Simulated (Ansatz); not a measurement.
# Nudged elastic band of CH8GeNOSb (part 1 of 2)

CH8GeNOSb, computed with RKS LDA/def2-SVP (Ansatz 0.2.0).

It belongs to a series of runs on one base structure; here: band between the two ends.

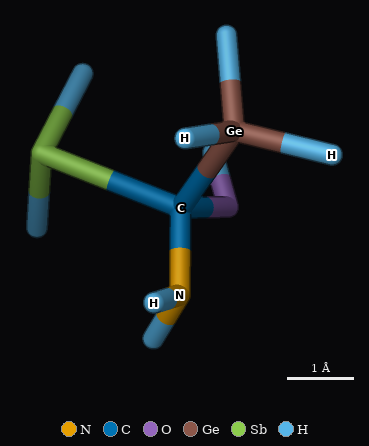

**Figure 1.** The starting structure (stick view, seen at a tilt). Sticks mark near contacts.

Summary:

| quantity | value |
| --- | --- |
| outcome | converged |
| barrier, forward | 0.040 eV |
| barrier, backward | 0.198 eV |
| hardware | 2 threads of Arm Neoverse V1, 24 GiB of memory available, shared host |
| wall time | 3.1 min (CPU time 5.9 min) |
| peak memory | 0.2 GiB |

Remarks:

The order of the saddle point was not checked.

The input:
```yaml
crystal:
  periodic: [false, false, false]
  atoms:
    - { symbol: "N", position_ang: [-1.406123, 0.643135, 0.699019] }
    - { symbol: C, position_ang: [-0.362602, 0.07319, -0.048263] }
    - { symbol: O, position_ang: [-0.911206, -0.395329, -1.235224] }
    - { symbol: Ge, position_ang: [0.468495, -1.391024, 0.97617] }
    - { symbol: Sb, position_ang: [1.323716, 1.577799, -0.563295] }
    - { symbol: H, position_ang: [-1.152925, 0.910529, 1.655388] }
    - { symbol: H, position_ang: [-1.891104, 1.407262, 0.207051] }
    - { symbol: H, position_ang: [-0.180115, -0.518223, -1.872513] }
    - { symbol: H, position_ang: [0.973656, -0.875794, 2.348623] }
    - { symbol: H, position_ang: [1.677412, -1.901529, 0.157311] }
    - { symbol: H, position_ang: [-0.544499, -2.538533, 1.181943] }
    - { symbol: H, position_ang: [1.85759, 0.612628, -1.905294] }
    - { symbol: H, position_ang: [0.168105, 2.36119, -1.586115] }
basis:
  gaussian: { orbitals: def2-SVP }
hamiltonian:
  xc: lda
neb:
  order_check: false
  images: 7
  f_tol: 0.05
  max_iterations: 60
  final_atoms:
    - { symbol: "N", position_ang: [-1.17633408, 0.8050621, 0.75264821] }
    - { symbol: C, position_ang: [-0.24893782, 0.12235155, -0.06239069] }
    - { symbol: O, position_ang: [-0.85886153, -0.39228968, -1.2154948] }
    - { symbol: Ge, position_ang: [0.53975815, -1.32887695, 1.00954269] }
    - { symbol: Sb, position_ang: [1.3378782, 1.63070041, -0.4928664] }
    - { symbol: H, position_ang: [-1.90847421, 0.17108677, 1.11170833] }
    - { symbol: H, position_ang: [-1.64290372, 1.5689142, 0.23791684] }
    - { symbol: H, position_ang: [-0.16654822, -0.74634993, -1.80902969] }
    - { symbol: H, position_ang: [1.44537846, -0.8078903, 2.14729104] }
    - { symbol: H, position_ang: [1.3638799, -2.25092485, 0.07816784] }
    - { symbol: H, position_ang: [-0.63771272, -2.14636808, 1.59942643] }
    - { symbol: H, position_ang: [1.80900183, 0.80617925, -1.94804504] }
    - { symbol: H, position_ang: [0.16427575, 2.53370651, -1.39407376] }
  initial_path:
    images:
      - { positions_ang: [[-1.406123, 0.643135, 0.699019], [-0.362602, 0.07319, -0.048263], [-0.911206, -0.395329, -1.235224], [0.468495, -1.391024, 0.97617], [1.323716, 1.577799, -0.563295], [-1.152925, 0.910529, 1.655388], [-1.891104, 1.407262, 0.207051], [-0.180115, -0.518223, -1.872513], [0.973656, -0.875794, 2.348623], [1.677412, -1.901529, 0.157311], [-0.544499, -2.538533, 1.181943], [1.85759, 0.612628, -1.905294], [0.168105, 2.36119, -1.586115]] }
      - { positions_ang: [[-1.38069387, 0.67015588, 0.7169308], [-0.35481158, 0.09821305, -0.05469653], [-0.92079794, -0.36519278, -1.24496172], [0.48259365, -1.37560805, 0.953484], [1.30467008, 1.58676245, -0.55542453], [-1.13324562, 0.87479296, 1.68814602], [-1.9607648, 1.33003774, 0.20455778], [-0.17064566, -0.54180048, -1.86309462], [1.0037539, -0.86023862, 2.32439051], [1.64373939, -1.92561374, 0.12642458], [-0.57576912, -2.49568335, 1.19456554], [1.90253016, 0.59581733, -1.84202129], [0.17984141, 2.37365864, -1.63349952]] }
      - { positions_ang: [[-1.35526474, 0.69717675, 0.73484261], [-0.34702116, 0.12323609, -0.06113006], [-0.93038989, -0.33505657, -1.25469944], [0.4966923, -1.36019211, 0.93079799], [1.28562417, 1.5957259, -0.54755407], [-1.11356624, 0.83905692, 1.72090403], [-2.03042559, 1.25281348, 0.20206456], [-0.16117631, -0.56537796, -1.85367625], [1.03385179, -0.84468325, 2.30015802], [1.61006677, -1.94969849, 0.09553816], [-0.60703924, -2.45283371, 1.20718808], [1.94747032, 0.57900666, -1.77874858], [0.19157783, 2.38612728, -1.68088405]] }
      - { positions_ang: [[-1.32983561, 0.72419763, 0.75275441], [-0.33923075, 0.14825914, -0.06756359], [-0.93998183, -0.30492035, -1.26443716], [0.51079094, -1.34477616, 0.90811199], [1.26657825, 1.60468935, -0.5396836], [-1.09388686, 0.80332088, 1.75366205], [-2.10008639, 1.17558921, 0.19957135], [-0.15170697, -0.58895544, -1.84425787], [1.06394969, -0.82912787, 2.27592552], [1.57639416, -1.97378323, 0.06465174], [-0.63830936, -2.40998406, 1.21981061], [1.99241048, 0.56219599, -1.71547588], [0.20331424, 2.39859592, -1.72826857]] }
      - { positions_ang: [[-1.30440648, 0.7512185, 0.77066621], [-0.33144033, 0.17328219, -0.07399711], [-0.94957377, -0.27478414, -1.27417489], [0.52488959, -1.32936022, 0.88542598], [1.24753234, 1.6136528, -0.53181313], [-1.07420748, 0.76758485, 1.78642006], [-2.16974719, 1.09836495, 0.19707813], [-0.14223763, -0.61253293, -1.83483949], [1.09404758, -0.8135725, 2.25169303], [1.54272155, -1.99786798, 0.03376532], [-0.66957948, -2.36713442, 1.23243315], [2.03735063, 0.54538532, -1.65220317], [0.21505065, 2.41106456, -1.77565309]] }
      - { positions_ang: [[-1.27238838, 0.7646794, 0.76616171], [-0.3108147, 0.16054953, -0.07109551], [-0.92689571, -0.30416052, -1.25950486], [0.52860673, -1.3292394, 0.91645516], [1.2701188, 1.6179147, -0.52207645], [-1.28277416, 0.61846033, 1.61774213], [-2.03803632, 1.21600226, 0.20728781], [-0.14831528, -0.64598718, -1.82838704], [1.1818803, -0.81215195, 2.22559254], [1.49801114, -2.0611322, 0.04486595], [-0.66161279, -2.31194283, 1.32418147], [1.98026343, 0.6105838, -1.72616364], [0.20235693, 2.44172505, -1.68025826]] }
      - { positions_ang: [[-1.24037028, 0.7781403, 0.76165721], [-0.29018907, 0.14781687, -0.0681939], [-0.90421765, -0.33353691, -1.24483484], [0.53232387, -1.32911858, 0.94748433], [1.29270527, 1.6221766, -0.51233977], [-1.49134084, 0.46933581, 1.44906419], [-1.90632545, 1.33363957, 0.21749749], [-0.15439292, -0.67944143, -1.82193459], [1.26971302, -0.8107314, 2.19949204], [1.45330073, -2.12439641, 0.05596658], [-0.6536461, -2.25675125, 1.41592979], [1.92317623, 0.67578229, -1.80012411], [0.1896632, 2.47238553, -1.58486343]] }
      - { positions_ang: [[-1.20835218, 0.7916012, 0.75715271], [-0.26956345, 0.13508421, -0.06529229], [-0.88153959, -0.36291329, -1.23016482], [0.53604101, -1.32899776, 0.97851351], [1.31529173, 1.62643851, -0.50260309], [-1.69990752, 0.32021129, 1.28038626], [-1.77461459, 1.45127689, 0.22770716], [-0.16047057, -0.71289568, -1.81548214], [1.35754574, -0.80931085, 2.17339154], [1.40859031, -2.18766063, 0.06706721], [-0.64567941, -2.20155966, 1.50767811], [1.86608903, 0.74098077, -1.87408457], [0.17696947, 2.50304602, -1.4894686]] }
      - { positions_ang: [[-1.17633408, 0.8050621, 0.75264821], [-0.24893782, 0.12235155, -0.06239069], [-0.85886153, -0.39228968, -1.2154948], [0.53975815, -1.32887695, 1.00954269], [1.3378782, 1.63070041, -0.4928664], [-1.90847421, 0.17108677, 1.11170833], [-1.64290372, 1.5689142, 0.23791684], [-0.16654822, -0.74634993, -1.80902969], [1.44537846, -0.8078903, 2.14729104], [1.3638799, -2.25092485, 0.07816784], [-0.63771272, -2.14636808, 1.59942643], [1.80900183, 0.80617925, -1.94804504], [0.16427575, 2.53370651, -1.39407376]] }
```

Launched with:
```bash
ansatz run input.yaml --threads 2 --pin off --max-ram 3072MiB --backend cpu --events-out ev --progress --plain --runs-dir out
```

What the program printed:
```
Engine: ansatz 0.2.0, aarch64-unknown-linux-gnu
Functional definition: SPW92
  exchange = slater_x
  correlation = pw_c
1604 factors; their error is unknown
mean field evaluation 1: about -67602.9756 eV, gradient 7.4e1 eV
mean field evaluation 2: about -67450.1971 eV, gradient 2.2e2 eV
mean field evaluation 4: about -67613.3201 eV, gradient 2.3e1 eV
mean field evaluation 8: about -67614.4805 eV, gradient 1.8e-1 eV
mean field evaluation 16: about -67614.4121 eV, gradient 2.1e-3 eV
mean field -67614.41207923 eV, -2484.7838132170 hartree, gradient 2.1e-5 eV, S^2 0.000000; 0 other end points of the search recorded, 0 dependent functions left out
the calculation of the forces begins
reference -67614.41211861 eV, -2484.7838146642 hartree; 42, 42 occupied and 98, 98 virtual orbitals, 1604 factors
1604 factors; their error is unknown
mean field evaluation 32: about -67614.5695 eV, gradient 4.0e-2 eV
mean field -67614.56949037 eV, -2484.7895979697 hartree, gradient 5.7e-5 eV, S^2 0.000000; 0 other end points of the search recorded, 0 dependent functions left out
[... from here on the field's lines of each further geometry are left out, up to the last ...]
NEB iter   1: max|band force component| = 1.945e1 eV/Å  barrier→ = 2.0229 eV  barrier← = 2.1803 eV  Δτ_max = 0.2000 Å  (271 SCF iters)
NEB iter   2: max|band force component| = 1.861e0 eV/Å  barrier→ = 0.2331 eV  barrier← = 0.3905 eV  Δτ_max = 0.2000 Å  (231 SCF iters)
NEB iter   3: max|band force component| = 1.007e0 eV/Å  barrier→ = 0.1162 eV  barrier← = 0.2736 eV  Δτ_max = 0.1974 Å  (215 SCF iters)
NEB iter   4: max|band force component| = 1.162e0 eV/Å  barrier→ = 0.0658 eV  barrier← = 0.2232 eV  Δτ_max = 0.1017 Å  (206 SCF iters)
NEB iter   5: max|band force component| = 6.349e-1 eV/Å  barrier→ = 0.0501 eV  barrier← = 0.2075 eV  Δτ_max = 0.1017 Å  (212 SCF iters)
NEB iter   6: max|band force component| = 5.815e-1 eV/Å  barrier→ = 0.0426 eV  barrier← = 0.2000 eV  Δτ_max = 0.0583 Å  (218 SCF iters)
NEB iter   7: max|band force component| = 3.234e-1 eV/Å  barrier→ = 0.0383 eV  barrier← = 0.1957 eV  CI = image 3  Δτ_max = 0.0868 Å  (217 SCF iters)
NEB iter   8: max|band force component| = 1.407e-1 eV/Å  barrier→ = 0.0412 eV  barrier← = 0.1986 eV  CI = image 3  Δτ_max = 0.0250 Å  (211 SCF iters)
NEB iter   9: max|band force component| = 8.433e-2 eV/Å  barrier→ = 0.0404 eV  barrier← = 0.1978 eV  CI = image 3  Δτ_max = 0.0219 Å  (220 SCF iters)
the calculation of the forces begins
reference -67614.56671533 eV, -2484.7894959890 hartree; 42, 42 occupied and 98, 98 virtual orbitals, 1604 factors
1604 factors; their error is unknown
mean field evaluation 768: about -67614.4422 eV, gradient 1.9e-1 eV
mean field -67614.37203986 eV, -2484.7823417972 hartree, gradient 1.9e-5 eV, S^2 0.000000; 1 other end points of the search recorded, 0 dependent functions left out
the calculation of the forces begins
reference -67614.37207964 eV, -2484.7823432592 hartree; 42, 42 occupied and 98, 98 virtual orbitals, 1604 factors
NEB iter  10: max|band force component| = 3.516e-2 eV/Å  barrier→ = 0.0400 eV  barrier← = 0.1975 eV  CI = image 3  Δτ_max = 0.0000 Å  (422 SCF iters)
```

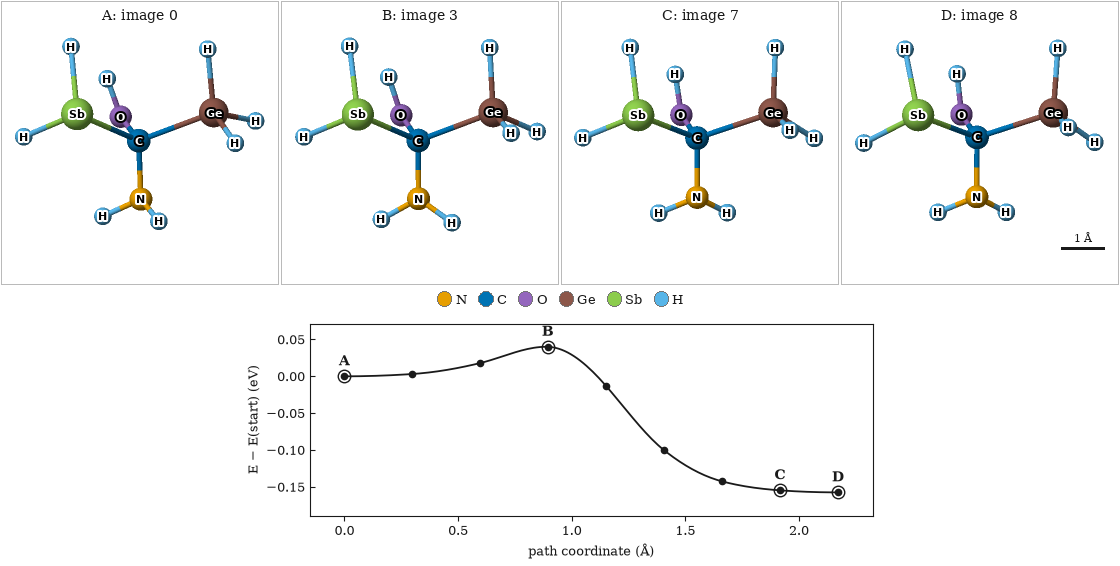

**Figure 2.** Images of the last band (counted from 0; ball-and-stick, seen at a tilt) above the energy along the path; the line is a cubic interpolation that uses the forces. The highest image is number 3, 0.040 eV above the start and 0.197 eV above the end (the climbing image); the end lies 0.157 eV below the start. The path is 2.17 Å long. The band converged in 10 iterations.
